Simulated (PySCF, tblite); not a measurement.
**C6H12BNO: infrared bands, NMR shifts and electronic excitations in gas and solvents, part 1 of 3**

Aim: compute the infrared bands, NMR shifts and electronic excitations of C6H12BNO (`CC(=O)NB1CCCC1`), and see what a dielectric continuum does where one was used.

Computed with tblite 0.8.0 and PySCF 2.14.0, with density-fitted response routines of our own, on a single molecule, in the gas phase or a continuum. Atoms count from 0, in the outputs and in this text.

### Step 1. Starting geometry

21 atoms, charge 0, multiplicity 1; geometry from: force field or distance geometry start.

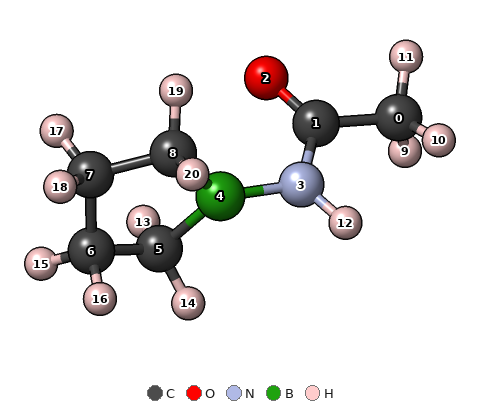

The starting geometry (carbon dark grey, oxygen red, nitrogen light blue, boron green, hydrogen pink), atoms numbered; sticks join atoms by distance.

### Step 2. Optimising the geometry with GFN2-xTB

The job: settings as JSON, then the geometry in Å.

```
{"job": {"kind": "relax", "xc": "GFN2-xTB", "basis": "xTB"}, "charge": 0, "multiplicity": 1}
C      3.660600     0.339500    -0.031900
C      2.178400     0.266700    -0.371500
O      1.783200     0.258200    -1.551300
N      1.310400     0.195600     0.752800
B     -0.195000     0.102200     0.525900
C     -0.946600    -1.309000     0.354700
C     -2.394000    -0.961000     0.290100
C     -2.462800     0.398500    -0.368100
C     -1.253100     1.170500     0.125000
H      4.080000    -0.702100    -0.007500
H      3.839000     0.804200     0.940000
H      4.115300     0.856800    -0.893300
H      1.687500     0.192400     1.751100
H     -0.624100    -1.810600    -0.601400
H     -0.632500    -1.908200     1.218500
H     -2.918400    -1.759100    -0.224800
H     -2.778000    -0.927000     1.336800
H     -2.567600     0.351400    -1.458600
H     -3.413000     0.846000     0.025100
H     -0.962900     1.843300    -0.698000
H     -1.515500     1.768500     1.040700
```

Started as:

```console
> OMP_NUM_THREADS=1 python probes_run.py task.json out
```

One launch serves the whole session: the jobs run in the order shown.

Log:

```text
step      E/eV     max force
  0    -739.61019    2.779
  1    -739.95951    2.266
  2    -740.12140    1.145
  3    -740.20381    0.684
  4    -740.24246    0.481
  5    -740.26519    0.344
  6    -740.28340    0.323
  7    -740.29406    0.315
  8    -740.30194    0.221
  9    -740.30908    0.199
 10    -740.31524    0.187
 11    -740.31983    0.153
 12    -740.32343    0.148
 13    -740.32677    0.159
 14    -740.33017    0.208
 15    -740.33333    0.179
 16    -740.33621    0.148
 17    -740.33915    0.133
 18    -740.34236    0.167
 19    -740.34595    0.208
 20    -740.35026    0.169
 21    -740.35567    0.195
 22    -740.36220    0.182
 23    -740.36922    0.215
 24    -740.37654    0.240
 25    -740.38567    0.261
 26    -740.39893    0.268
 27    -740.41687    0.328
 28    -740.43776    0.326
 29    -740.46210    0.408
 30    -740.48732    0.543
 31    -740.43764    2.376
 32    -740.53355    0.597
 33    -740.55491    0.316
 34    -740.59041    0.629
 35    -740.61399    0.580
 36    -740.63215    0.548
 37    -740.65539    0.317
 38    -740.67496    0.762
 39    -740.68215    0.708
 40    -740.70524    0.350
 41    -740.71642    0.366
 42    -740.72982    0.436
 43    -740.74118    0.308
 44    -740.75437    0.344
 45    -740.76579    0.196
 46    -740.76924    0.709
 47    -740.77879    0.206
 48    -740.78549    0.237
 49    -740.80189    0.225
 50    -740.80697    0.173
 51    -740.81199    0.135
 52    -740.81696    0.171
 53    -740.81987    0.227
 54    -740.82338    0.129
 55    -740.82630    0.106
 56    -740.83085    0.100
 57    -740.83305    0.102
 58    -740.83562    0.098
 59    -740.83766    0.098
 60    -740.84026    0.106
 61    -740.84269    0.163
 62    -740.84465    0.102
 63    -740.84625    0.191
 64    -740.84787    0.081
 65    -740.85015    0.084
 66    -740.85179    0.103
 67    -740.85316    0.081
 68    -740.85436    0.067
 69    -740.85549    0.078
 70    -740.85645    0.068
 71    -740.85721    0.066
 72    -740.85785    0.058
 73    -740.85844    0.044
 74    -740.85897    0.043
 75    -740.85941    0.039
 76    -740.85976    0.035
 77    -740.86005    0.037
 78    -740.86034    0.041
 79    -740.86068    0.047
 80    -740.86107    0.049
 81    -740.86147    0.046
 82    -740.86191    0.045
 83    -740.86245    0.058
 84    -740.86312    0.077
 85    -740.86383    0.065
 86    -740.86442    0.054
 87    -740.86492    0.050
 88    -740.86537    0.056
 89    -740.86577    0.056
 90    -740.86611    0.055
 91    -740.86641    0.063
 92    -740.86670    0.067
 93    -740.86703    0.062
 94    -740.86738    0.054
 95    -740.86772    0.045
 96    -740.86802    0.036
 97    -740.86830    0.038
 98    -740.86855    0.034
 99    -740.86877    0.034
100    -740.86899    0.031
101    -740.86926    0.034
102    -740.86958    0.046
103    -740.86990    0.040
104    -740.87017    0.042
105    -740.87038    0.048
106    -740.87058    0.041
107    -740.87083    0.056
108    -740.87117    0.041
109    -740.87155    0.079
110    -740.87216    0.062
111    -740.87309    0.101
112    -740.87425    0.087
113    -740.87526    0.106
114    -740.87330    0.280
115    -740.87636    0.094
116    -740.87694    0.088
117    -740.87762    0.088
118    -740.87908    0.158
119    -740.88024    0.055
120    -740.88089    0.058
121    -740.88214    0.081
122    -740.88268    0.057
123    -740.88333    0.062
124    -740.88423    0.066
125    -740.88507    0.068
126    -740.88605    0.086
127    -740.88717    0.087
128    -740.88812    0.062
129    -740.88865    0.095
130    -740.88907    0.070
131    -740.88953    0.045
132    -740.88998    0.070
133    -740.89019    0.050
134    -740.89042    0.030
135    -740.89055    0.030
136    -740.89065    0.023
137    -740.89077    0.028
138    -740.89087    0.025
139    -740.89095    0.023
140    -740.89102    0.017
141    -740.89107    0.025
142    -740.89114    0.015
143    -740.89121    0.022
144    -740.89130    0.017
145    -740.89137    0.014
146    -740.89142    0.014
147    -740.89145    0.011
148    -740.89147    0.009
```

It took 1.8 s on 1 thread of Arm Neoverse N1, shared host; peak memory 0.18 GiB.

Relaxation path: (not every step is listed)

```
step  energy from step 0 (eV)  largest force (eV/Å)
   0                   0.0000                2.7785
   1                  -0.3493                2.2656
   2                  -0.5112                1.1455
   3                  -0.5936                0.6839
   4                  -0.6323                0.4810
   5                  -0.6550                0.3445
   6                  -0.6732                0.3230
   7                  -0.6839                0.3150
   8                  -0.6917                0.2207
  21                  -0.7455                0.1953
  34                  -0.9802                0.6289
  47                  -1.1686                0.2059
  60                  -1.2301                0.1064
  73                  -1.2482                0.0443
  86                  -1.2542                0.0542
  99                  -1.2586                0.0341
 112                  -1.2641                0.0873
 125                  -1.2749                0.0684
 138                  -1.2807                0.0246
 143                  -1.2810                0.0216
 144                  -1.2811                0.0175
 145                  -1.2812                0.0143
 146                  -1.2812                0.0142
 147                  -1.2813                0.0114
 148                  -1.2813                0.0085
```

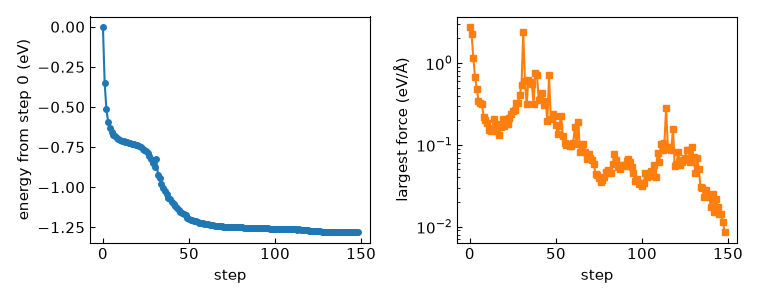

Energy and force, step by step.

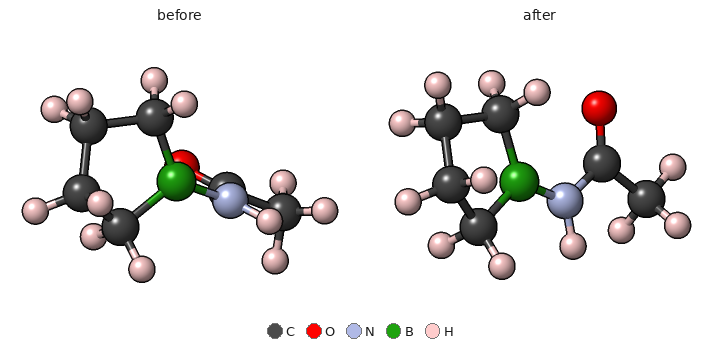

Before and after, at one scale.

Distances of close pairs at the start and the end, largest changes first:

```
  bond  before (Å)  after (Å)  change (Å)
 N3–B4       1.525      1.416      -0.109
N3–H12       1.067      1.012      -0.055
 C5–C6       1.490      1.538      +0.048
 C1–N3       1.422      1.382      -0.040
 C1–O2       1.244      1.204      -0.040
 C0–H9       1.123      1.088      -0.035
C5–H13       1.127      1.094      -0.033
C8–H20       1.125      1.093      -0.032
```

The next job starts from the end point, and lists it.

### Step 3. Harmonic vibrations with GFN2-xTB

The job: settings as JSON, then the geometry in Å.

```
{"job": {"kind": "ir", "xc": "GFN2-xTB", "basis": "xTB"}, "charge": 0, "multiplicity": 1}
C      3.602619     0.514280     0.111861
C      2.139199     0.831907    -0.117091
O      1.749649     1.884219    -0.554435
N      1.293246    -0.204104     0.230666
B     -0.119713    -0.217917     0.137014
C     -1.036029    -1.440523     0.557669
C     -2.437001    -0.812764     0.648487
C     -2.456447     0.289247    -0.413994
C     -1.065473     0.942602    -0.355800
H      3.883739    -0.376510    -0.446387
H      3.780603     0.333668     1.170468
H      4.211579     1.352405    -0.214196
H      1.768315    -1.022069     0.589428
H     -1.033698    -2.194663    -0.234588
H     -0.765360    -1.959775     1.477815
H     -3.236981    -1.539036     0.499746
H     -2.565285    -0.364415     1.635697
H     -2.604158    -0.161333    -1.397335
H     -3.263458     1.002369    -0.245774
H     -0.789274     1.405941    -1.301486
H     -1.064993     1.753414     0.376467
```

Log:

```text
mode    cm-1     km/mol
  1      54.7      2.20
  2      73.4      4.47
  3     114.1      0.72
  4     117.3      3.08
  5     146.3      0.15
  6     223.1      0.02
  7     303.0      1.55
  8     315.9      0.41
  9     342.8      0.22
 10     504.4      6.80
 11     557.9      4.94
 12     575.7     11.60
 13     610.1     23.19
 14     680.3     26.17
 15     714.6     34.16
 16     778.0      0.32
 17     820.7     69.12
 18     883.1     23.77
 19     925.6     16.34
 20     932.7      1.24
 21     954.2      0.13
 22     992.6     12.69
 23    1001.7     31.60
 24    1012.8     13.81
 25    1051.4     22.33
 26    1096.0      2.85
 27    1112.2     59.51
 28    1130.5      6.21
 29    1194.2    135.85
 30    1198.6      6.67
 31    1209.7      2.82
 32    1243.2     32.85
 33    1261.5     10.02
 34    1310.0     20.72
 35    1318.3     29.33
 36    1329.1     12.40
 37    1368.9     22.59
 38    1385.0    816.03
 39    1456.3     10.14
 40    1457.1     17.89
 41    1467.8      5.45
 42    1468.4      9.35
 43    1494.9      0.52
 44    1504.9      0.01
 45    1770.2    381.45
 46    2948.2     18.42
 47    2962.5      4.99
 48    2968.3      2.51
 49    2982.4    128.92
 50    2984.4     47.60
 51    2991.1     84.34
 52    2996.6     78.60
 53    3018.6     25.48
 54    3022.0     14.57
 55    3026.2      9.94
 56    3066.2      8.60
 57    3411.2      0.03
```

Run time: 1.3 s. Hardware: 1 thread of Arm Neoverse N1, shared host; peak memory 0.18 GiB.

Which atoms move in the most intense modes:

```
cm⁻¹  km/mol                         atoms
 821    69.1    B4 18 %, C5 14 %, H14 10 %
1112    59.5             B4 47 %, H14 10 %
1194   135.8             C1 43 %, H12 17 %
1385   816.0    N3 39 %, B4 23 %, H12 23 %
1770   381.4              C1 63 %, O2 35 %
2982   128.9            H17 39 %, H16 29 %
2991    84.3  H14 50 %, H18 13 %, H15 12 %
2997    78.6            H18 61 %, H15 14 %
```

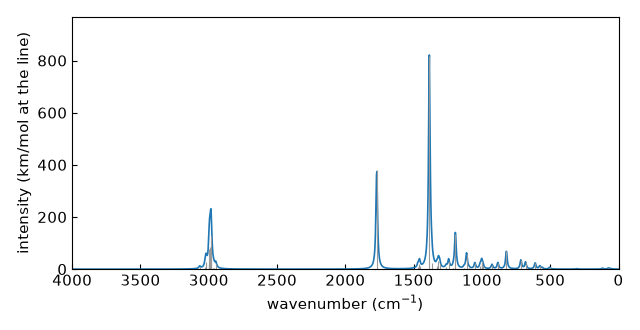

The infrared spectrum from these modes, unscaled. Lines are broadened to a width of 14 cm⁻¹ (Lorentzian).

### Step 4. Optimising the geometry at PBE0-D3(BJ)/def2-SVP

The job: settings as JSON, then the geometry in Å.

```
{"job": {"xc": "PBE0", "basis": "def2-SVP", "d3": "d3bj", "grid": 1, "shake": 0.01, "kind": "geom"}, "charge": 0, "multiplicity": 1}
C      3.623030     0.488720     0.116040
C      2.133520     0.827380    -0.119250
O      1.729450     1.881900    -0.563090
N      1.326480    -0.201850     0.227140
B     -0.122530    -0.224600     0.126460
C     -1.039940    -1.435700     0.555280
C     -2.427420    -0.814760     0.648730
C     -2.440990     0.294700    -0.419050
C     -1.067300     0.948010    -0.336450
H      3.881040    -0.378950    -0.436360
H      3.771740     0.330750     1.179290
H      4.217380     1.353320    -0.207490
H      1.740030    -1.011860     0.579830
H     -1.050380    -2.191900    -0.227580
H     -0.769810    -1.970540     1.478080
H     -3.237510    -1.524980     0.507220
H     -2.563350    -0.353300     1.633640
H     -2.613420    -0.155490    -1.391510
H     -3.265610     0.994540    -0.243480
H     -0.814210     1.412840    -1.296570
H     -1.081380     1.754030     0.366830
```

Log:

```text
step   0  E = -390.02944094  max force = 0.060720
step   1  E = -390.03769884  max force = 0.009599
step   2  E = -390.03840802  max force = 0.002949
step   3  E = -390.03828746  max force = 0.004649
step   4  E = -390.03867672  max force = 0.001981
step   5  E = -390.03865427  max force = 0.002722
step   6  E = -390.03871758  max force = 0.000609
step   7  E = -390.03873097  max force = 0.000512
step   8  E = -390.03873944  max force = 0.000248
optimisation converged
```

Wall time 4.4 min (1 thread of Arm Neoverse N1, shared host); peak memory 0.77 GiB.

Along the way: (the energy doesn't fall at every step)

```
step  energy from step 0 (eV)  largest force component (eV/Å)
   0                   0.0000                          3.1223
   1                  -0.2247                          0.4936
   2                  -0.2440                          0.1516
   3                  -0.2407                          0.2391
   4                  -0.2513                          0.1019
   5                  -0.2507                          0.1400
   6                  -0.2524                          0.0313
   7                  -0.2528                          0.0263
   8                  -0.2530                          0.0128
```

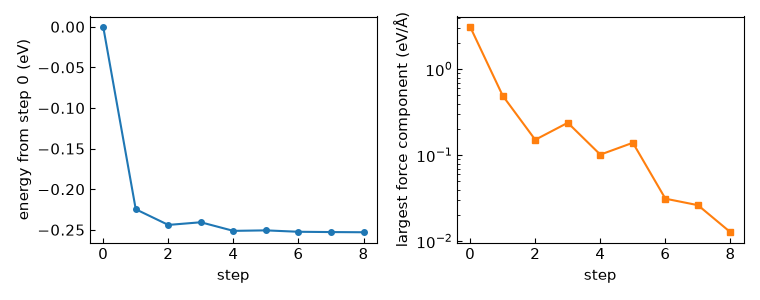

Energy and largest force along the relaxation.

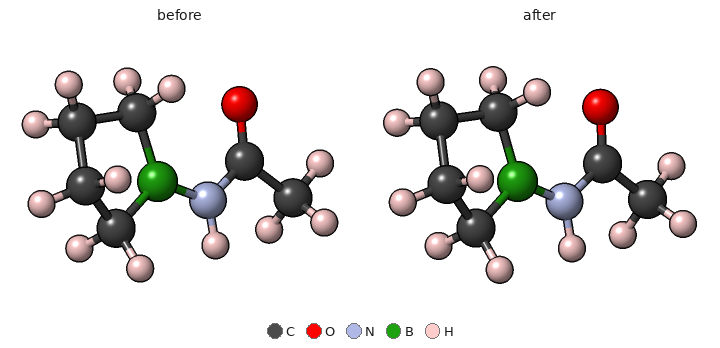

The geometry before (left) and after (right).

Distances of close pairs at the start and the end, largest changes first:

```
  bond  before (Å)  after (Å)  change (Å)
 C0–H9       1.060      1.101      +0.040
 C1–N3       1.353      1.392      +0.039
N3–H12       0.975      1.014      +0.039
C8–H20       1.070      1.108      +0.038
 C0–C1       1.546      1.512      -0.034
 N3–B4       1.453      1.428      -0.025
C5–H13       1.088      1.109      +0.021
C7–H17       1.085      1.105      +0.019
```

The final coordinates are the input of the step that follows.

```
                         at the end point                value
  point group (found at 0.08 Å tolerance)                   C1
rotational constants (GHz, main isotopes)  4.011, 0.868, 0.735
                        dipole moment (D)                 3.42
```

(Continued in part 2 of 3.)
